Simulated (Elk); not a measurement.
**Fixed-spin-moment curve of MnZn**

Wanted: E(M) for MnZn, to see how near it is to a magnetic instability.

Method: LDA (Perdew-Zunger); all-electron APW+lo, Dirac cores, scalar-relativistic bands, in Elk 11.2.3 (patched build).

## (1) The structure

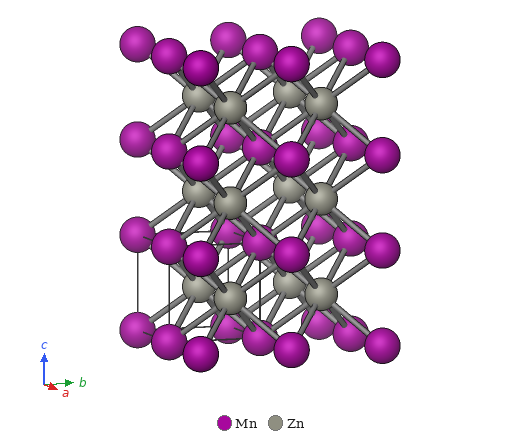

The starting structure, seen slightly off an axis (manganese purple, zinc grey). 2×2×3 cells are drawn. Some periodic images of atoms are drawn too.

## (2) Unconstrained state

The free run shows where the moment settles by itself and gives the state from which the held runs start.

The last three numbers of an atom's line are a seed field in its sphere. It points against the wanted moment and shrinks by the factor reducebf each loop.

File elk.in:

```
tasks
  0

xctype
  100 1 9

rgkmax
  7.0

nempty
  12

swidth
  0.001

reducebf
  0.5

epsengy
  1e-05

maxscl
  120

lmaxi
  3

spinpol
  .true.

sppath
  './'

avec
  5.80145920260 0.00000000000 0.00000000000
  0.00000000000 5.80145920260 0.00000000000
  0.00000000000 0.00000000000 5.80145920260

atoms
  2
  'Mn.in'
  1
  0.0000000000 0.0000000000 0.0000000000   0.000000 0.000000 -0.175000
  'Zn.in'
  1
  0.5000000000 0.5000000000 0.5000000000   0.000000 0.000000 0.000000

ngridk
  8 8 8
```

The run is started by

```sh
$ OMP_NUM_THREADS=2 elk
```

Numbers of over 12 decimals in the logs are rounded to 6 here.

Output:

```text
┌─────────────────────────┐
│ Elk code version 11.2.3 │
└─────────────────────────┘

All units are atomic (Hartree, Bohr, etc.)

┌─────────────────────────────────────────────────┐
│ Ground-state run starting from atomic densities │
└─────────────────────────────────────────────────┘

Lattice vectors :
   5.801459203       0.000000000       0.000000000
   0.000000000       5.801459203       0.000000000
   0.000000000       0.000000000       5.801459203

Reciprocal lattice vectors :
   1.083035334       0.000000000       0.000000000
   0.000000000       1.083035334       0.000000000
   0.000000000       0.000000000       1.083035334

Unit cell volume      :    195.2592998
Brillouin zone volume :    1.270363121

Muffin-tin inner radius fraction :   0.1000000000E-01

Nuclei treated as point charges

Species : 1 (Mn)
 parameters loaded from : Mn.in
 name : manganese
 nuclear charge    :   -25.00000000
 electronic charge :    25.00000000
 atomic mass :    100145.9370
 muffin-tin radius :    2.400000000
 number of radial points in muffin-tin :    497
 inner part over the whole radius :   0.9798345621E-02
 number on inner part of muffin-tin    :    350
 approximate nuclear radius :   0.7074591925E-04
 number of mesh points to nuclear radius :    165
 atomic positions (lattice), magnetic fields (Cartesian) :
  1 :   0.00000000  0.00000000  0.00000000    0.00000000  0.00000000 -0.17500000

Species : 2 (Zn)
 parameters loaded from : Zn.in
 name : zinc
 nuclear charge    :   -30.00000000
 electronic charge :    30.00000000
 atomic mass :    119233.3130
 muffin-tin radius :    2.400000000
 number of radial points in muffin-tin :    497
 inner part over the whole radius :   0.9843840322E-02
 number on inner part of muffin-tin    :    351
 approximate nuclear radius :   0.7484757725E-04
 number of mesh points to nuclear radius :    169
 atomic positions (lattice), magnetic fields (Cartesian) :
  1 :   0.50000000  0.50000000  0.50000000    0.00000000  0.00000000  0.00000000

Total number of atoms per unit cell :    2
Total muffin-tin volume :    115.8116716
 ratio of muffin-tin to unit cell volume :   0.5931173148

Spin treatment :
 spin-polarised
 global magnetic field (Cartesian) :    0.000000000       0.000000000       0.000000000
 collinear magnetisation in z-direction

Number of Bravais lattice symmetries :   48
Number of crystal symmetries         :   48
Crystal has inversion symmetry
Real symmetric eigensolver will be used

k-point grid :      8     8     8
k-point offset :    0.000000000       0.000000000       0.000000000
k-point set is reduced with full crystal symmetry group
Total number of k-points :       35

Muffin-tin radius times maximum |G+k| :    7.000000000
 using average radius
Maximum |G+k| for APW functions       :    2.916666667
Maximum (1/2)|G+k|²                   :    4.253472222
Maximum |G| for potential and density :    12.00000000
Constant for pseudocharge density :    7
 order of it for each species :   14  14
 order of it for pair densities of each species (exact exchange by exxq0 0: 14) :   10  10
Radial integration step length :    1

G-vector grid sizes :     24    24    24
Number of G-vectors :     5695

Maximum angular momentum used for
 APW functions            :    8
 outer part of muffin-tin :    6
 inner part of muffin-tin :    3

Total nuclear charge    :   -55.00000000
Total core charge       :    22.00000000
Total valence charge    :    33.00000000
Total excess charge     :    0.000000000
Total electronic charge :    55.00000000

Effective Wigner radius, rₛ :   0.9463536821

Number of empty states         :     24
Total number of valence states :     82
Total number of core states    :     22

Third-order local-orbitals added for an l without core states : T
Total number of local-orbitals :     45

Using Libxc version 7.0.0
Exchange-correlation functional :    100     1     9
 lda_x; lda_c_pz
 gradient requirement :    0
 local density approximation (LDA)

Smearing type :    3
 Fermi-Dirac
Smearing width :   0.1000000000E-02
Effective electronic temperature (K) :    315.7750248

Mixing type :    3
 Broyden mixing, J. Phys. A: Math. Gen. 17, L317 (1984)

Kohn-Sham potential initialised from atomic data

┌──────────────────────────────┐
│ Self-consistent loop started │
└──────────────────────────────┘

┌─────────────────┐
│ Loop number : 1 │
└─────────────────┘

Energies :
 Fermi                       :     0.116912
 sum of occupied eigenvalues :     -1702.3964057427
 electron kinetic            :      2992.3134419043
 core electron kinetic       :      2662.0287929815
 Coulomb                     :     -5823.4367708402
 Coulomb potential           :     -4538.5625700443
 nuclear-nuclear             :     -476.58549432832
 electron-nuclear            :     -6171.4791635945
 Hartree                     :      824.62788708267
 Madelung                    :     -3554.1554858180
 xc potential                :     -156.02025382688
 xc effective B-field        :    -0.137828
 external B-field            :      0.000000
 exchange                    :     -114.11136416751
 correlation                 :     -4.765847
 electron entropic           :    -0.16836321321568E-03
 total energy                :     -2950.0007089478
 (external B-field energy excluded from total)

Density of states at Fermi energy :    50.54681044
 (states/Hartree/unit cell)

Estimated indirect band gap :   0.1495932823E-02
 from k-point 24 to k-point 25
Estimated direct band gap   :   0.3669501534E-02
 at k-point 22

Charges :
 core                        :    22.00000000
 valence                     :    33.00000000
 interstitial                :    2.163624552
 muffin-tins (core leakage)
  species : 1 (Mn)
   atom 1                    :    24.13289859     ( -0.3595730725E-05)
  species : 2 (Zn)
   atom 1                    :    28.70347686     (  0.8865635449E-04)
 total in muffin-tins        :    52.83637545
 total calculated charge     :    54.99978959
 total charge                :    55.00000000
 error                       :   0.2104147885E-03

Moments :
 interstitial                :   0.1428413401E-01
 muffin-tins
  species : 1 (Mn)
   atom 1                    :    2.861908217
  species : 2 (Zn)
   atom 1                    :  -0.1335471212E-01
 total in muffin-tins        :    2.848553505
 total moment                :    2.862837639

┌─────────────────┐
│ Loop number : 2 │
└─────────────────┘

Energies :
 Fermi                       :     0.118810
 sum of occupied eigenvalues :     -1702.4059596158
 electron kinetic            :      2992.3842529624
 core electron kinetic       :      2662.0227639542
 Coulomb                     :     -5823.5561284331
 Coulomb potential           :     -4538.5396632758
 nuclear-nuclear             :     -476.58549432832
 electron-nuclear            :     -6171.7297230774
 Hartree                     :      824.75908897254
 Madelung                    :     -3554.2862967952
 xc potential                :     -156.12333203580
 xc effective B-field        :    -0.138514
 external B-field            :      0.000000
 exchange                    :     -114.11572344228
 correlation                 :     -4.765710
 electron entropic           :    -0.16098411082950E-03
 total energy                :     -2950.0534700902
 (external B-field energy excluded from total)

Density of states at Fermi energy :    48.10103154
 (states/Hartree/unit cell)

Estimated indirect band gap :   0.1080587488E-02
 from k-point 22 to k-point 25
Estimated direct band gap   :   0.3573215597E-02
 at k-point 22

Charges :
 core                        :    22.00000000
 valence                     :    33.00000000
 interstitial                :    2.169131435
 muffin-tins (core leakage)
  species : 1 (Mn)
   atom 1                    :    24.10753922     ( -0.3595730993E-05)
  species : 2 (Zn)
   atom 1                    :    28.72332935     (  0.8833527259E-04)
 total in muffin-tins        :    52.83086857
 total calculated charge     :    54.99978999
 total charge                :    55.00000000
 error                       :   0.2100094531E-03

Moments :
 interstitial                :   0.1762902281E-01
 muffin-tins
  species : 1 (Mn)
   atom 1                    :    2.869757221
  species : 2 (Zn)
   atom 1                    :  -0.1376143380E-01
 total in muffin-tins        :    2.855995787
 total moment                :    2.873624810

RMS change in Kohn-Sham potential (target) :   0.4184923171     (  0.1000000000E-05)
Absolute change in total energy (target)   :   0.5276114242E-01 (  0.1000000000E-04)

[... loops 3 to 19 left out ...]

┌──────────────────┐
│ Loop number : 20 │
└──────────────────┘

Energies :
 Fermi                       :     0.227838
 sum of occupied eigenvalues :     -1699.3905379091
 electron kinetic            :      2995.6931842518
 core electron kinetic       :      2662.3884927593
 Coulomb                     :     -5826.5721554193
 Coulomb potential           :     -4537.4378270238
 nuclear-nuclear             :     -476.58549432832
 electron-nuclear            :     -6178.6797667154
 Hartree                     :      828.69310562443
 Madelung                    :     -3557.8532419074
 xc potential                :     -157.49272419813
 xc effective B-field        :    -0.153170
 external B-field            :      0.000000
 exchange                    :     -114.30067354627
 correlation                 :     -4.766456
 electron entropic           :    -0.11709598628447E-03
 total energy                :     -2949.9462174896
 (external B-field energy excluded from total)

Density of states at Fermi energy :    35.79563597
 (states/Hartree/unit cell)

Estimated indirect band gap :   0.8283291655E-03
 from k-point 19 to k-point 25
Estimated direct band gap   :   0.3907044080E-02
 at k-point 25

Charges :
 core                        :    22.00000000
 valence                     :    33.00000000
 interstitial                :    2.212446931
 muffin-tins (core leakage)
  species : 1 (Mn)
   atom 1                    :    23.74207895     ( -0.3595731084E-05)
  species : 2 (Zn)
   atom 1                    :    29.04547412     (  0.8112037470E-04)
 total in muffin-tins        :    52.78755307
 total calculated charge     :    54.99980564
 total charge                :    55.00000000
 error                       :   0.1943557652E-03

Moments :
 interstitial                :   0.4936755909E-01
 muffin-tins
  species : 1 (Mn)
   atom 1                    :    3.025036004
  species : 2 (Zn)
   atom 1                    :  -0.5386412305E-01
 total in muffin-tins        :    2.971171881
 total moment                :    3.020539440

RMS change in Kohn-Sham potential (target) :   0.3549449181E-06 (  0.1000000000E-05)
Absolute change in total energy (target)   :   0.3770698186E-05 (  0.1000000000E-04)

Convergence targets achieved

┌──────────────────┐
│ Loop number : 21 │
└──────────────────┘

Energies :
 Fermi                       :     0.227838
 sum of occupied eigenvalues :     -1699.3905328979
 electron kinetic            :      2995.6931823125
 core electron kinetic       :      2662.3884948893
 Coulomb                     :     -5826.5721495261
 Coulomb potential           :     -4537.4378278127
 nuclear-nuclear             :     -476.58549432832
 electron-nuclear            :     -6178.6797539637
 Hartree                     :      828.69309876598
 Madelung                    :     -3557.8532356197
 xc potential                :     -157.49271634616
 xc effective B-field        :    -0.153171
 external B-field            :      0.000000
 exchange                    :     -114.30067332772
 correlation                 :     -4.766456
 electron entropic           :    -0.11709535562110E-03
 total energy                :     -2949.9462132543
 (external B-field energy excluded from total)

Density of states at Fermi energy :    35.79536176
 (states/Hartree/unit cell)

Estimated indirect band gap :   0.8286392322E-03
 from k-point 19 to k-point 25
Estimated direct band gap   :   0.3907199848E-02
 at k-point 25

Charges :
 core                        :    22.00000000
 valence                     :    33.00000000
 interstitial                :    2.212447070
 muffin-tins (core leakage)
  species : 1 (Mn)
   atom 1                    :    23.74207849     ( -0.3595731268E-05)
  species : 2 (Zn)
   atom 1                    :    29.04547444     (  0.8112037293E-04)
 total in muffin-tins        :    52.78755293
 total calculated charge     :    54.99980564
 total charge                :    55.00000000
 error                       :   0.1943557109E-03

Moments :
 interstitial                :   0.4936727272E-01
 muffin-tins
  species : 1 (Mn)
   atom 1                    :    3.025040416
  species : 2 (Zn)
   atom 1                    :  -0.5386446688E-01
 total in muffin-tins        :    2.971175949
 total moment                :    3.020543222

┌──────────────────────────────┐
│ Self-consistent loop stopped │
└──────────────────────────────┘

Wrote STATE.OUT
```

The job ended after 36 s (2 threads of Arm Neoverse V2, shared host; peak memory 0.1 GiB; 69 s of CPU time).

Spin moment in the muffin-tin sphere by atom:

```
atom  spin moment in the muffin-tin sphere (μB)
 Mn1                                       3.03
 Zn2                                      -0.05
```

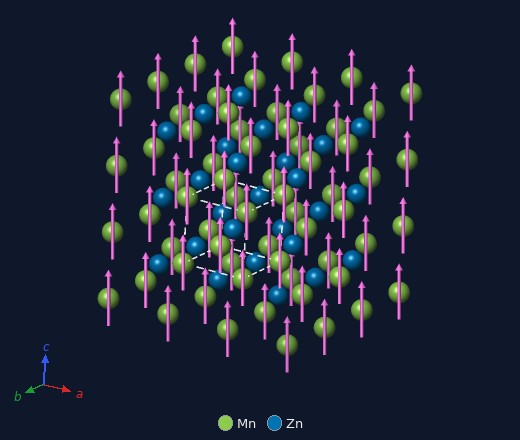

Spin moment in the muffin-tin sphere as arrows, the longest 3.03 μB. Up and down stand for the sign. Arrows give size and sign along the axis of quantisation, drawn up and down the page. 3×3×3 cells are drawn. Some periodic images of atoms are drawn too.

This step gave:

* density of states at the Fermi level: 1.315 states/eV/cell
* moment between the spheres: 0.04937 μB
* magnetization: 3.021 μB
* final state: ferromagnetic

After 21 cycles the largest moment stands at 3.03 μB.

## (3) Moment fixed at 2.718 μB

Holding the total moment away from its free value maps the energy around and beyond the minimum.

A uniform field is adjusted until the total moment meets the target; the run goes on from the state before.

Changes to elk.in since step 2:

```diff
@@ -1,3 +1,3 @@
 tasks
-  0
+  1
 
@@ -30,2 +30,11 @@
 
+fsmtype
+  1
+
+momfix
+  0.000000 0.000000 2.718000
+
+taufsm
+  0.005
+
 sppath
@@ -42,3 +51,3 @@
   1
-  0.0000000000 0.0000000000 0.0000000000   0.000000 0.000000 -0.175000
+  0.0000000000 0.0000000000 0.0000000000   0.000000 0.000000 -0.000175
   'Zn.in'
```

The run is started by

```sh
$ OMP_NUM_THREADS=2 elk
```

Output:

```text
┌─────────────────────────┐
│ Elk code version 11.2.3 │
└─────────────────────────┘

All units are atomic (Hartree, Bohr, etc.)

┌──────────────────────────────────────────┐
│ Ground-state run resuming from STATE.OUT │
└──────────────────────────────────────────┘

Lattice vectors :
   5.801459203       0.000000000       0.000000000
   0.000000000       5.801459203       0.000000000
   0.000000000       0.000000000       5.801459203

Species : 1 (Mn)
 muffin-tin radius :    2.400000000
 atomic positions (lattice), magnetic fields (Cartesian) :
  1 :   0.00000000  0.00000000  0.00000000    0.00000000  0.00000000  0.00000000

Species : 2 (Zn)
 muffin-tin radius :    2.400000000
 atomic positions (lattice), magnetic fields (Cartesian) :
  1 :   0.50000000  0.50000000  0.50000000    0.00000000  0.00000000  0.00000000

Total number of atoms per unit cell :    2
Total muffin-tin volume :    115.8116716
 ratio of muffin-tin to unit cell volume :   0.5931173148

Spin treatment :
 spin-polarised
 global magnetic field (Cartesian) :    0.000000000       0.000000000       0.000000000
 collinear magnetisation in z-direction
 fixed spin moment (FSM) calculation, type :    1
  fixing total moment to (Cartesian) :
     0.000000000       0.000000000       2.718000000

Number of Bravais lattice symmetries :   48
Number of crystal symmetries         :   48
Crystal has inversion symmetry
Real symmetric eigensolver will be used

k-point grid :      8     8     8
k-point offset :    0.000000000       0.000000000       0.000000000
k-point set is reduced with full crystal symmetry group
Total number of k-points :       35

Muffin-tin radius times maximum |G+k| :    7.000000000
 using average radius
Maximum |G+k| for APW functions       :    2.916666667
Maximum (1/2)|G+k|²                   :    4.253472222
Maximum |G| for potential and density :    12.00000000
Constant for pseudocharge density :    7
 order of it for each species :   14  14
 order of it for pair densities of each species (exact exchange by exxq0 0: 14) :   10  10
Radial integration step length :    1

G-vector grid sizes :     24    24    24
Number of G-vectors :     5695

Maximum angular momentum used for
 APW functions            :    8
 outer part of muffin-tin :    6

Number of empty states         :     24
Total number of valence states :     82
Total number of core states    :     22

Third-order local-orbitals added for an l without core states : T
Total number of local-orbitals :     45

Using Libxc version 7.0.0
Exchange-correlation functional :    100     1     9
 lda_x; lda_c_pz
 gradient requirement :    0
 local density approximation (LDA)

Smearing type :    3
 Fermi-Dirac
Smearing width :   0.1000000000E-02
Effective electronic temperature (K) :    315.7750248

Mixing type :    1
 Adaptive linear mixing

Potential read in from STATE.OUT

┌──────────────────────────────┐
│ Self-consistent loop started │
└──────────────────────────────┘

[... earlier loops left out ...]

┌──────────────────┐
│ Loop number : 96 │
└──────────────────┘

Energies :
 Fermi                       :     0.225129
 sum of occupied eigenvalues :     -1699.4266499656
 electron kinetic            :      2995.6462527397
 core electron kinetic       :      2662.3891053067
 Coulomb                     :     -5826.5391179990
 Coulomb potential           :     -4537.4641829044
 nuclear-nuclear             :     -476.58549432832
 electron-nuclear            :     -6178.5946035217
 Hartree                     :      828.64097985101
 Madelung                    :     -3557.8070265468
 xc potential                :     -157.49631575289
 xc effective B-field        :    -0.129493
 external B-field            :      0.000000
 exchange                    :     -114.28344708407
 correlation                 :     -4.769038
 electron entropic           :    -0.11200074566071E-03
 total energy                :     -2949.9454621859
 (external B-field energy excluded from total)

Density of states at Fermi energy :    33.01360768
 (states/Hartree/unit cell)

Estimated indirect band gap :   0.1951380976E-02
 from k-point 22 to k-point 19
Estimated direct band gap   :   0.5227249190E-02
 at k-point 24

Charges :
 core                        :    22.00000000
 valence                     :    33.00000000
 interstitial                :    2.214512684
 muffin-tins (core leakage)
  species : 1 (Mn)
   atom 1                    :    23.74597108     ( -0.3595731195E-05)
  species : 2 (Zn)
   atom 1                    :    29.03951623     (  0.8112115399E-04)
 total in muffin-tins        :    52.78548732
 total calculated charge     :    54.99980513
 total charge                :    55.00000000
 error                       :   0.1948736771E-03

Moments :
 interstitial                :   0.1772138363E-01
 muffin-tins
  species : 1 (Mn)
   atom 1                    :    2.763608704
  species : 2 (Zn)
   atom 1                    :  -0.6323507495E-01
 total in muffin-tins        :    2.700373629
 total moment                :    2.718095013

FSM global effective field   :   0.6287565740E-02

┌──────────────────────────────┐
│ Self-consistent loop stopped │
└──────────────────────────────┘

Wrote STATE.OUT
```

Wall time 2.7 min (2 threads); peak memory 0.09 GiB.

Numbers from this step:

```
magnetization : 2.718 μB
```

It lies 20.4 meV a cell above the free run.

[end of part 1 of 2]

[Logs and program files are shortened in this print: banners, set-up blocks, solver, clock and traceback lines can be left out without a mark of their own.]

[Logs are printed without paths, hosts, clocks, repeated set-up lines and the standing remarks that a program may print on its own settings, such as how far it seeks lower states.]

[Hosts, paths, dates, database ids (printed as entryN), source tags and the programs' standing remarks are cut or masked in the printed files.]

[Where a cell is said to come from a database of computed structures, the database is the Materials Project.]
